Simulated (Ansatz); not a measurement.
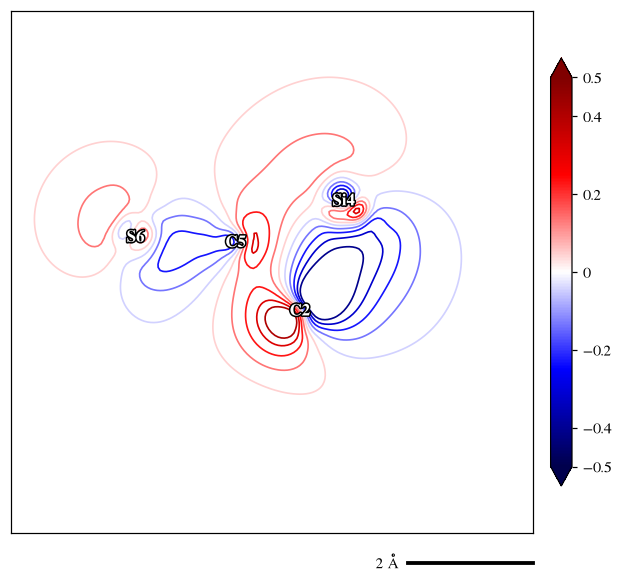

*C4H8SSi. The HOMO−1 on the plane of atoms Si4, C2 and C5 (values in Å⁻³ᐟ²; the overall sign is arbitrary).*

The calculation used RKS PBE0/def2-SVP in Ansatz.

The calculation's input:

```
crystal:
  periodic: [false, false, false]
  atoms:
    - { symbol: C, position_ang: [-0.8963, -0.5808, 1.1092] }
    - { symbol: C, position_ang: [0.1527, 0.2956, 0.4507] }
    - { symbol: C, position_ang: [1.4187, -0.4593, 0.1694] }
    - { symbol: Si, position_ang: [-0.6148, 0.6734, -1.7382] }
    - { symbol: C, position_ang: [-0.1692, 1.4279, -0.3316] }
    - { symbol: S, position_ang: [-0.0172, 2.9759, 0.2141] }
    - { symbol: H, position_ang: [-0.5763, -0.8795, 2.0827] }
    - { symbol: H, position_ang: [-1.1509, -1.4024, 0.4922] }
    - { symbol: H, position_ang: [-1.8509, 0.0694, 1.2986] }
    - { symbol: H, position_ang: [1.85577, -0.90693, 1.07917] }
    - { symbol: H, position_ang: [2.15375, 0.11226, -0.36376] }
    - { symbol: H, position_ang: [1.18352, -1.37322, -0.47108] }
    - { symbol: H, position_ang: [0.2818, -0.0532, -2.5379] }
    - { symbol: H, position_ang: [-1.9573, -0.1389, -1.6417] }
basis:
  gaussian: { orbitals: def2-SVP }
hamiltonian:
  xc: pbe0
relax:
  f_tol: 0.015
  max_steps: 40
output:
  orbitals: {}
```

Run with:

```sh
ansatz run input.yaml --threads 2 --pin off --max-ram 3072MiB --backend cpu --events-out ev --progress --plain --runs-dir out
```

The fields are those of the relaxed geometry.

### Describe this orbital and give its energy.

Its weight (Hirshfeld) is mainly on C2 (about 30 %), Si4 (about 30 %), S6 (about 10 %) and C5 (about 10 %). Its energy is −7.33 eV.
